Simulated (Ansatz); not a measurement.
## SiH2ClF3: geometry relaxation

SiH2ClF3, computed with UKS BLYP-D4/def2-SVP (Ansatz 0.2.0).

The input holds or restrains some coordinates. It belongs to a series of runs on one base structure; here: pulled along the bonds that form and break, towards end A.

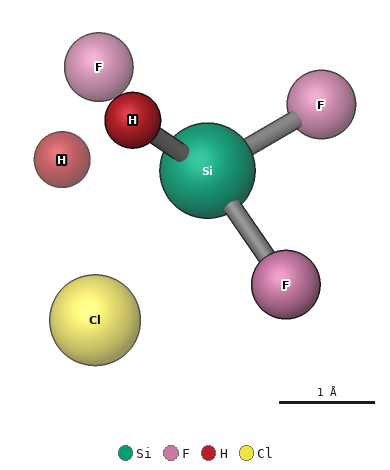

*The structure as given in the input (ball-and-stick view, seen at a tilt).*

## Input
```yaml
crystal:
  periodic: [false, false, false]
  atoms:
    - { symbol: Si, position_ang: [-0.5781, -0.2156, -0.1547] }
    - { symbol: F, position_ang: [1.136, -0.777, 0.7137] }
    - { symbol: F, position_ang: [-0.0842, -1.1223, -1.3504] }
    - { symbol: F, position_ang: [-1.6974, 0.6102, -0.949] }
    - { symbol: H, position_ang: [-1.2227, -0.6302, 1.0467] }
    - { symbol: H, position_ang: [1.5878, 0.3304, 0.6459] }
    - { symbol: Cl, position_ang: [0.8587, 1.8045, 0.0478] }
magnetization:
  spin_polarized: true
basis:
  gaussian: { orbitals: def2-SVP }
hamiltonian:
  xc: blyp
  dispersion: d4
relax:
  f_tol: 0.15
  max_steps: 25
  restrain:
    - { distance: [0, 6], at: 3.43, k: 30.0 }
    - { distance: [5, 1], at: 2.18, k: 30.0 }
    - { distance: [0, 1], at: 1.68, k: 30.0 }
    - { distance: [5, 6], at: 1.33, k: 30.0 }
output:
  orbitals: {}
```

Hardware: 2 threads of Arm Neoverse V1, 24 GiB of memory available, shared host.

Run as:
```bash
ansatz run input.yaml --threads 2 --pin off --max-ram 3072MiB --backend cpu --events-out ev --progress --plain --runs-dir out
```

## What the program printed
```
The last accepted step is kept in [file] (removed where the run ends without a failure and the disk answers)
Engine: ansatz 0.2.0, aarch64-unknown-linux-gnu
Functional definition: BLYP
  parameter beta = 0.0042
  parameter a = 0.04918
  parameter b = 0.132
  parameter c = 0.2533
  parameter d = 0.349
  exchange = b88_x(beta = beta)
  correlation = lyp_c(a = a, b = b, c = c, d = d)
951 factors; their error is unknown
mean field evaluation 1: about -28568.4103 eV, gradient 3.8e1 eV
mean field evaluation 2: about -28553.0424 eV, gradient 8.1e1 eV
mean field evaluation 4: about -28572.8454 eV, gradient 4.2e0 eV
mean field evaluation 8: about -28572.8599 eV, gradient 9.7e-2 eV
mean field evaluation 16: about -28572.8600 eV, gradient 3.4e-5 eV
mean field -28572.85996695 eV, -1050.0332364052 hartree, gradient 3.4e-5 eV, S^2 0.000000; 0 other end points of the search recorded, 0 dependent functions left out
the calculation of the forces begins
reference -28572.86023988 eV, -1050.0332464353 hartree; 30, 30 occupied and 58, 58 virtual orbitals, 951 factors
relax step   1: F+E_penalty+E_count = -28573.17610221 eV  Δ(F+E_penalty+E_count) = +0.000e0 eV  max|allowed force component| = 1.808e0 eV/Å  E_restraint = 31.99862198 eV  max|allowed force component, restraints' pulls added| = 3.670e1 eV/Å  Δτ_max = 0.0000 Å  (28 SCF iters, accepted)
  distance Si 0 - Cl 6 = 2.4872 Å
  distance H 5 - F 1 = 1.1979 Å
  distance Si 0 - F 1 = 2.0019 Å
  distance H 5 - Cl 6 = 1.7499 Å
these checks for a lower state are left out or cut short: starts, cluster_reference, orbital_swaps, neighbouring_geometries, increment
951 factors; their error is unknown
mean field -28572.39481034 eV, -1050.0161422153 hartree, gradient 1.2e-5 eV, S^2 0.000000; 0 other end points of the search recorded, 0 dependent functions left out
[... from here on the field's lines of each further geometry are left out, up to the last ...]
relax step   2: F+E_penalty+E_count = -28572.70954921 eV  Δ(F+E_penalty+E_count) = +4.666e-1 eV  max|allowed force component| = 2.411e0 eV/Å  E_restraint = 14.88300586 eV  max|allowed force component, restraints' pulls added| = 2.650e1 eV/Å  Δτ_max = 0.1923 Å  (35 SCF iters, accepted)
relax step   3: F+E_penalty+E_count = -28572.84763884 eV  Δ(F+E_penalty+E_count) = -1.381e-1 eV  max|allowed force component| = 2.356e0 eV/Å  E_restraint = 4.82824301 eV  max|allowed force component, restraints' pulls added| = 1.381e1 eV/Å  Δτ_max = 0.1949 Å  (35 SCF iters, accepted)
relax step   4: F+E_penalty+E_count = -28573.24481094 eV  Δ(F+E_penalty+E_count) = -3.972e-1 eV  max|allowed force component| = 1.543e0 eV/Å  E_restraint = 0.30229805 eV  max|allowed force component, restraints' pulls added| = 3.338e0 eV/Å  Δτ_max = 0.1945 Å  (34 SCF iters, accepted)
relax step   5: F+E_penalty+E_count = -28573.41787923 eV  Δ(F+E_penalty+E_count) = -1.731e-1 eV  max|allowed force component| = 4.281e0 eV/Å  E_restraint = 0.00943699 eV  max|allowed force component, restraints' pulls added| = 4.458e0 eV/Å  Δτ_max = 0.1949 Å  (35 SCF iters, accepted)
relax step   6: F+E_penalty+E_count = -28574.00689529 eV  Δ(F+E_penalty+E_count) = -5.890e-1 eV  max|allowed force component| = 2.602e0 eV/Å  E_restraint = 0.00768754 eV  max|allowed force component, restraints' pulls added| = 2.427e0 eV/Å  Δτ_max = 0.2000 Å  (35 SCF iters, accepted)
relax step   7: F+E_penalty+E_count = -28574.40853754 eV  Δ(F+E_penalty+E_count) = -4.016e-1 eV  max|allowed force component| = 8.429e-1 eV/Å  E_restraint = 0.01268468 eV  max|allowed force component, restraints' pulls added| = 8.393e-1 eV/Å  Δτ_max = 0.1950 Å  (34 SCF iters, accepted)
relax step   8: F+E_penalty+E_count = -28574.60680176 eV  Δ(F+E_penalty+E_count) = -1.983e-1 eV  max|allowed force component| = 7.724e-1 eV/Å  E_restraint = 0.01869711 eV  max|allowed force component, restraints' pulls added| = 4.856e-1 eV/Å  Δτ_max = 0.1994 Å  (33 SCF iters, accepted)
relax step   9: F+E_penalty+E_count = -28574.61349631 eV  Δ(F+E_penalty+E_count) = -6.695e-3 eV  max|allowed force component| = 6.955e-1 eV/Å  E_restraint = 0.02014285 eV  max|allowed force component, restraints' pulls added| = 1.708e-1 eV/Å  Δτ_max = 0.0577 Å  (29 SCF iters, accepted)
the calculation of the forces begins
reference -28574.31485377 eV, -1050.0867025098 hartree; 30, 30 occupied and 58, 58 virtual orbitals, 951 factors
relax step  10: F+E_penalty+E_count = -28574.61434636 eV  Δ(F+E_penalty+E_count) = -8.500e-4 eV  max|allowed force component| = 7.469e-1 eV/Å  E_restraint = 0.01908887 eV  max|allowed force component, restraints' pulls added| = 2.495e-2 eV/Å  Δτ_max = 0.0223 Å  (28 SCF iters, accepted)
  distance Si 0 - Cl 6 = 3.4471 Å
  distance H 5 - F 1 = 2.1792 Å
  distance Si 0 - F 1 = 1.6526 Å
  distance H 5 - Cl 6 = 1.3149 Å
951 factors; their error is unknown
mean field evaluation 96: about -28574.3838 eV, gradient 3.4e-2 eV
```

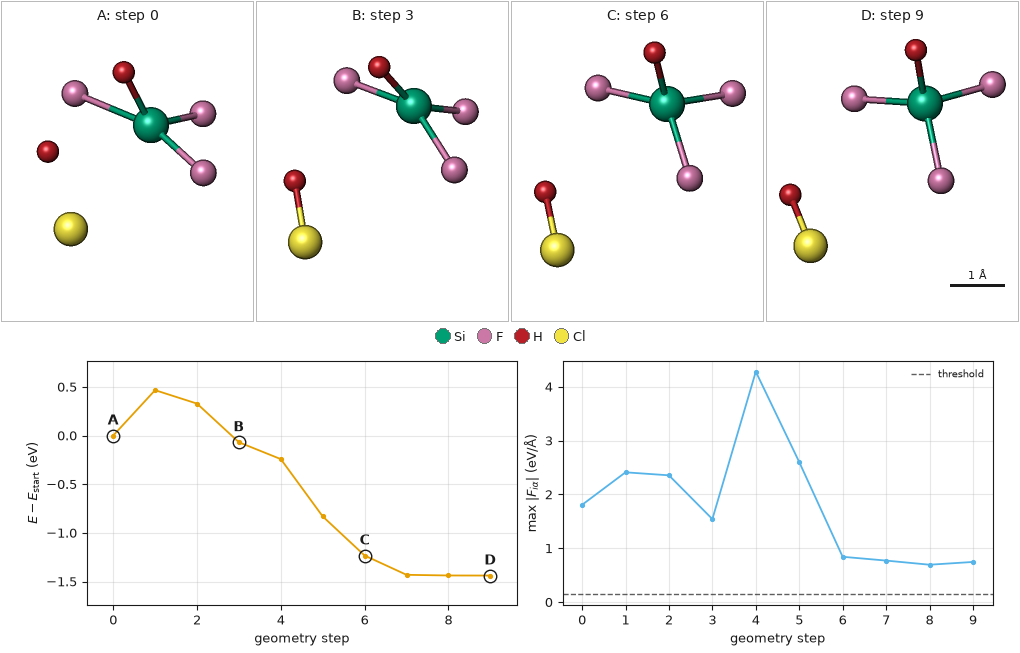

*Frames of the restrained relaxation (ball-and-stick view, seen at a tilt) above the curves, on which the letters mark them (the first geometry is step 0 here and step 1 in the log).*

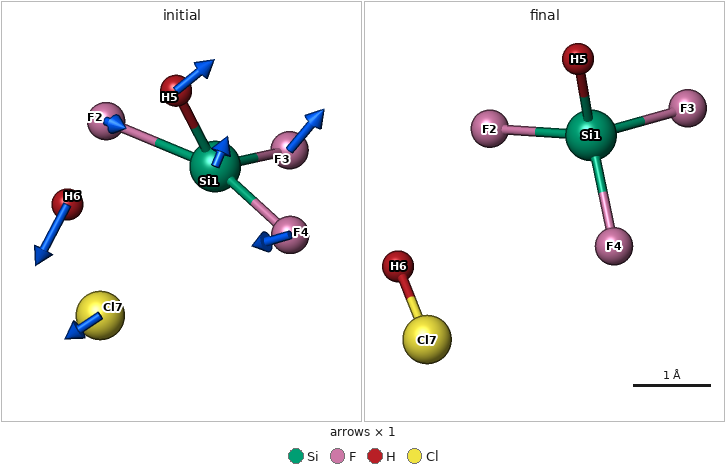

*Before (left) and after (right) the restrained relaxation, at one scale (ball-and-stick view, seen at a tilt). The blue arrows give the displacements, at true length.*

The atom that moves furthest after the best rigid fit is H6 (0.91 Å). By element the largest moves are H 0.91 Å, F 0.75 Å, Cl 0.58 Å, Si 0.44 Å. Among the contacts that change: H6–Cl7 1.750 → 1.315 Å, Si1–F2 2.002 → 1.653 Å, Si1–H5 1.425 → 1.476 Å, Si1–F3 1.580 → 1.619 Å. New bonds form: H6–Cl7 (1.75 → 1.31 Å). Among the angles that change: F2–Si1–F4 163.3° → 115.8°, F2–Si1–H5 86.6° → 108.1°, F2–Si1–F3 84.2° → 105.0°. The energy falls by 1.438 eV in 9 geometry steps. Largest force component: 1.8 eV/Å at the start, 0.75 eV/Å at the end. (Atoms are counted from 1 in the order of the input.)

```
mean field -28574.31455532 eV, -1050.0866915418 hartree, gradient 2.1e-5 eV, S^2 0.000000; 1 other end points of the search recorded, 0 dependent functions left out
the calculation of the forces begins
reference -28574.31485377 eV, -1050.0867025098 hartree; 30, 30 occupied and 58, 58 virtual orbitals, 951 factors
Total energy: -28574.61464482 eV, -1050.0977196275 hartree
Atom 0 at    -0.677973    -0.649674    -0.139603 Å, force     0.455486    -0.463999     0.288506 eV/Å
Atom 1 at     0.826700    -0.686337     0.542765 Å, force    -0.746899     0.029793    -0.352172 eV/Å
Atom 2 at    -0.590989    -1.664449    -1.397825 Å, force    -0.001317    -0.006236    -0.002025 eV/Å
Atom 3 at    -1.145392     0.774272    -0.728709 Å, force     0.015064     0.010657    -0.005871 eV/Å
Atom 4 at    -1.649682    -1.112652     0.870049 Å, force     0.014936     0.017209     0.006028 eV/Å
Atom 5 at     1.987215     1.156894     0.610400 Å, force    -0.272386     0.336918    -0.128307 eV/Å
Atom 6 at     1.250220     2.181946     0.242922 Å, force     0.535116     0.075658     0.193840 eV/Å
Dipole moment:    -0.041817    -0.200634     0.250887 e Å
```

## Trajectory as extended XYZ (Å, eV, eV/Å), 10 frames, from step=1 to step=10
```
7
Properties=species:S:1:pos:R:3:forces:R:3 step=1 energy=-28573.17610
Si   -0.5781   -0.2156   -0.1547    1.7034   1.7438   0.4916
F     1.1360   -0.7770    0.7137    0.6288   1.8077   0.0638
F    -0.0842   -1.1223   -1.3504    0.4914  -1.2784  -1.1428
F    -1.6974    0.6102   -0.9490   -0.8851   0.6989  -0.2101
H    -1.2227   -0.6302    1.0467   -0.4771  -0.4515   0.8134
H     1.5878    0.3304    0.6459   -1.2242  -1.1435  -0.2368
Cl    0.8587    1.8045    0.0478   -0.2372  -1.3771   0.2209
7
Properties=species:S:1:pos:R:3:forces:R:3 step=2 energy=-28572.70955
Si   -0.6290   -0.3484   -0.1464    2.4115   1.3578   0.2486
F     1.0250   -0.8644    0.6905   -0.7432   1.6865  -0.3230
F    -0.0776   -1.1545   -1.3764    0.1600  -1.3790  -1.7368
F    -1.6918    0.6018   -0.9391    0.0997   0.1538   0.3884
H    -1.2374   -0.6497    1.0675   -1.2305  -0.6244   1.4311
H     1.5920    0.5164    0.6071   -1.1994   0.9322  -0.6703
Cl    1.0189    1.8989    0.0969    0.5020  -2.1269   0.6619
7
Properties=species:S:1:pos:R:3:forces:R:3 step=3 energy=-28572.84764
Si   -0.6578   -0.4665   -0.1388    2.3353   1.5307   0.1740
F     0.9079   -0.9622    0.6692   -1.3099   1.5025  -0.4014
F    -0.0763   -1.1757   -1.4048   -0.0046  -1.4917  -2.3557
F    -1.6770    0.5957   -0.9252    0.8406  -0.5156   0.8782
H    -1.2567   -0.6597    1.0880   -1.6931  -0.6360   1.6889
H     1.6272    0.7061    0.5801   -0.7437   1.4241  -0.5939
Cl    1.1328    1.9622    0.1315    0.5752  -1.8139   0.6099
7
Properties=species:S:1:pos:R:3:forces:R:3 step=4 energy=-28573.24481
Si   -0.6764   -0.5931   -0.1355    1.1622   1.5432  -0.3641
F     0.7717   -1.0140    0.6424   -0.1986   1.0102  -0.0034
F    -0.0967   -1.2266   -1.4782   -0.4648  -1.0405  -1.3748
F    -1.6346    0.5663   -0.8834    1.0035  -0.7025   0.8678
H    -1.3221   -0.6862    1.1214   -1.4809  -0.6324   0.8518
H     1.6898    0.8896    0.5651    0.0181   0.0159  -0.0052
Cl    1.2685    2.0639    0.1682   -0.0395  -0.1940   0.0279
7
Properties=species:S:1:pos:R:3:forces:R:3 step=5 energy=-28573.41788
Si   -0.6872   -0.5949   -0.1324    3.8654  -4.2812   0.7704
F     0.7728   -0.9254    0.6177   -0.3882   0.9361  -0.2741
F    -0.2021   -1.3425   -1.5752   -0.9204   0.1272   1.5639
F    -1.5290    0.4828   -0.7831   -2.2018   4.1485  -1.9927
H    -1.5034   -0.7500    1.0891   -0.3043  -0.8140  -0.0642
H     1.8108    0.9874    0.5867   -0.0283   0.0422  -0.0242
Cl    1.3382    2.1426    0.1973   -0.0224  -0.1588   0.0209
7
Properties=species:S:1:pos:R:3:forces:R:3 step=6 energy=-28574.00689
Si   -0.6391   -0.6020   -0.1206    1.1511  -2.6021   0.2517
F     0.8076   -0.9396    0.6307   -0.3356   1.0378  -0.3151
F    -0.3127   -1.4349   -1.5179   -0.5090   0.0415   0.9635
F    -1.3849    0.6198   -0.7614   -0.3470   2.1556  -0.6318
H    -1.5581   -0.8638    1.0221   -0.0081  -0.5352  -0.3079
H     1.7725    1.0180    0.5431   -0.0577   0.2449  -0.0475
Cl    1.3148    2.2024    0.2041    0.1063  -0.3425   0.0871
7
Properties=species:S:1:pos:R:3:forces:R:3 step=7 energy=-28574.40854
Si   -0.6327   -0.6262   -0.1166   -0.3484  -0.3897   0.1359
F     0.8238   -0.8789    0.6345   -0.4674   0.8429  -0.3614
F    -0.4211   -1.5219   -1.4572   -0.2408  -0.1139   0.2246
F    -1.2486    0.7563   -0.7332    0.6476  -0.2638   0.4147
H    -1.6210   -1.0145    0.9478    0.2420  -0.1283  -0.4833
H     1.8162    1.0636    0.5346   -0.1817   0.4263  -0.1088
Cl    1.2835    2.2216    0.1903    0.3486  -0.3736   0.1783
7
Properties=species:S:1:pos:R:3:forces:R:3 step=8 energy=-28574.60680
Si   -0.6878   -0.6591   -0.1325    0.5568  -0.0369   0.2889
F     0.8072   -0.6893    0.5750   -0.7724   0.0154  -0.3356
F    -0.5419   -1.6302   -1.4173   -0.1027  -0.0864   0.0055
F    -1.1502    0.7837   -0.7014    0.0149  -0.2590   0.0882
H    -1.6645   -1.1229    0.8758    0.0155  -0.0498  -0.1082
H     1.9843    1.1447    0.5894   -0.3127   0.3921  -0.1502
Cl    1.2530    2.1732    0.2110    0.6005   0.0245   0.2116
7
Properties=species:S:1:pos:R:3:forces:R:3 step=9 energy=-28574.61350
Si   -0.6733   -0.6471   -0.1391    0.3209  -0.5754   0.3585
F     0.8204   -0.6881    0.5641   -0.6955   0.0502  -0.3929
F    -0.5885   -1.6599   -1.4003    0.0512   0.0541   0.0050
F    -1.1441    0.7808   -0.7126    0.0249   0.0313  -0.0414
H    -1.6529   -1.1258    0.8571    0.0252   0.0379   0.0066
H     1.9822    1.1548    0.6018   -0.2593   0.3284  -0.1230
Cl    1.2563    2.1852    0.2289    0.5327   0.0735   0.1871
7
Properties=species:S:1:pos:R:3:forces:R:3 step=10 energy=-28574.61435
Si   -0.6780   -0.6497   -0.1396    0.4555  -0.4640   0.2885
F     0.8267   -0.6863    0.5428   -0.7469   0.0298  -0.3522
F    -0.5910   -1.6644   -1.3978   -0.0013  -0.0062  -0.0020
F    -1.1454    0.7743   -0.7287    0.0151   0.0107  -0.0059
H    -1.6497   -1.1127    0.8700    0.0149   0.0172   0.0060
H     1.9872    1.1569    0.6104   -0.2724   0.3369  -0.1283
Cl    1.2502    2.1819    0.2429    0.5351   0.0757   0.1938
```

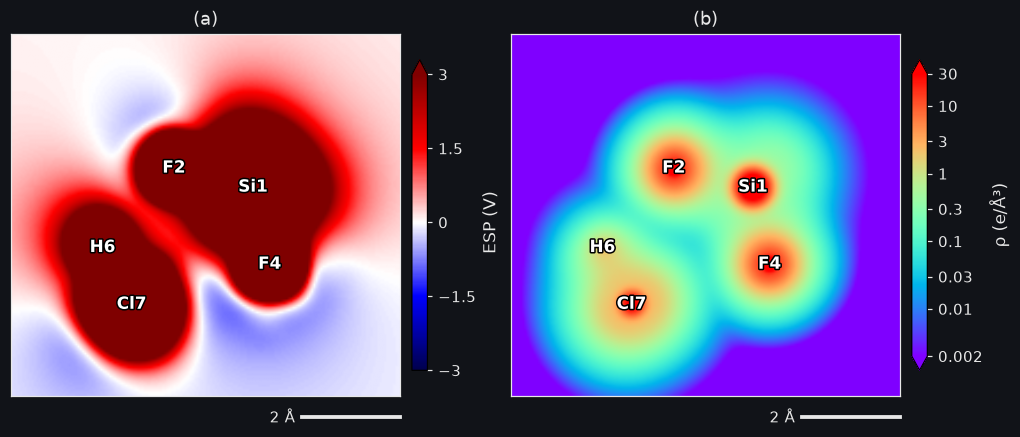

*(a) electrostatic potential; (b) electron density on the plane of atoms F2, Si1 and F4.*

The plane passes through Si, F, H and Cl nuclei. Cl–H (1.31 Å): ρ is about 1.8 e/Å³ halfway, with its minimum of 1.6 e/Å³ about 1.0 Å from Cl. Si–F (1.65 Å): ρ is about 0.94 e/Å³ halfway.

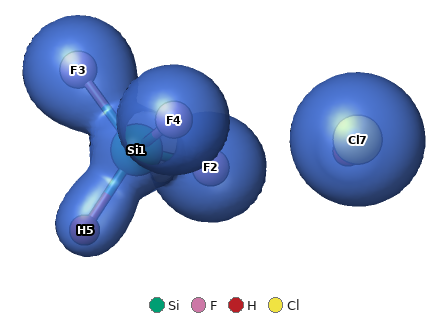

*Isosurface of the electron density at 0.5 e/Å³ (blue), seen from the side.*

At this value the surface falls into two separate pieces. It is pinched off along the Si···Cl (3.45 Å) contacts. On the grid the lowest density along these lines, outside the cores, is 0.06 e/Å³ (Si···Cl, 3.45 Å), 0.88 e/Å³ (Si–F, 1.61 Å), 1.6 e/Å³ (Cl–H, 1.31 Å) and 0.8 e/Å³ (Si–F, 1.65 Å).

## Summary

| quantity | value |
| --- | --- |
| outcome | converged under the restraints of the input |
| total energy | −28574.6146 eV |
| mean-field energy | −28574.3149 eV |
| largest force (length of the vector) at the end, held atoms and coordinates included | 0.826 eV/Å |
| wall time | 26 s (CPU time 51 s) |
| peak memory | 0.15 GiB |
